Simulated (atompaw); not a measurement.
# A PAW (atompaw) potential for silicon, from input to tests

Aim: build the potential from the settings below, then test how well it stands in for the atom: scattering, ghost states and the plane-wave cutoff that it needs.

Method: atompaw 4.2.0.5, LDA (PW92), scalar-relativistic.

## 1. The atom and the settings

The settings as typed:

```
element                 : silicon (Si, Z = 14)
type                    : PAW
frozen core             : [Ne]
valence charge          : 4
reference configuration : 3s2 3p2
partial waves           : 3s (bound); 3s channel at 2.65 Ry; 3p (bound); 3p channel at 1.95 Ry; 3d channel at 0.2 Ry
local potential         : troulliermartins scheme with l = 3 at -0.5 Ry, radius 2.40 bohr
core correction         : smooth core density matched at 2.15 bohr
augmentation charge     : sinc compensation charge, radius 2.05 bohr; PAW radius 2.50 bohr; waves and projectors: bloechl
```

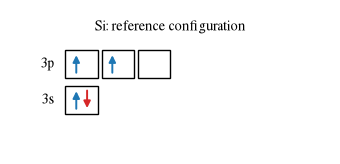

The outer shells as boxes. The arrows follow Hund's rule for the drawing; the calculation itself is spin-unpolarised.

An earlier all-electron run gives the scale for the radii.

All-electron outer shells of the reference configuration (LDA (PW92), scalar-relativistic, ld1.x):

| shell | level (eV) | outermost node (bohr) | outermost maximum (bohr) |
| --- | --- | --- | --- |
| 2s | -138.74 | 0.15 | 0.45 |
| 2p | -95.61 | – | 0.39 |
| 3s | -10.88 | 0.72 | 1.77 |
| 3p | -4.16 | 0.72 | 2.14 |

## 2. The generation run

Contents of Si.input:

```
Si 14
LDA-PW scalarrelativistic loggrid 1500 logderivrange -3 5 201
3 3 0 0 0 0
3 1 2
0 0 0
c
c
v
c
v
2
2.50 2.05 2.40 2.15
y
2.65
n
y
1.95
n
y
0.2
n
bloechl sinc
3 -0.5 troulliermartins
PWSCFOUT
UPFDX 0.0125d0 UPFXMIN -7.d0 UPFZMESH 14.d0
END
```

Launch:

```sh
atompaw < Si.input > Si.log
```

**Question.** What will these runs give? Wanted: cutoffs for 10 and 1 mRy, occupied levels; bound ghosts; largest phase difference near zero energy, channels read; lowest eigenvalue of the overlap; share of valence orbitals outside the PAW sphere; UPF file.

The runs gave:

```
                                                quantity             value
               cutoffs for 10 and 1 mRy, occupied levels    8 Ry and 18 Ry
                                            bound ghosts        none found
largest phase difference near zero energy, channels read         0.012 rad
         lowest eigenvalue of the overlap (Bessel basis)         0.522 (s)
        share of valence orbitals outside the PAW sphere  3s 30 %, 3p 53 %
                                                UPF file       not written
```

In words: The potential is soft on the atom at that tolerance: the looser tolerance needs 8 Ry. No bound ghost shows below the valence levels. Near zero energy the phases of the channels with partial waves agree within 0.012 rad. The pseudo core plus compensation charge is negative at some radii, so no UPF file was written. These are tests on the free atom; a crystal test is still owed.
